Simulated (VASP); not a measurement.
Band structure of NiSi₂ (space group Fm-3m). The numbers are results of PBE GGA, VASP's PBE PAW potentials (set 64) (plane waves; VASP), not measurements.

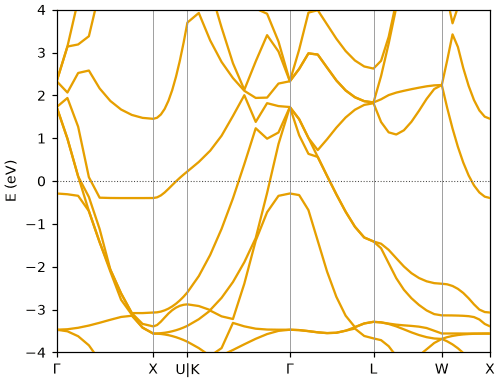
*Bands along high-symmetry lines, zero at the valence-band maximum or, without a gap, the Fermi level*

Problem. Read the plot: is there a gap, and where are the band edges?

Solution. It has no gap at this level: it comes out as a metal or semimetal.

The structure is a typed NiSi2 crystal (Fm-3m). The cell was not relaxed at this level. The run is not spin-polarised, so no magnetic state was tried.
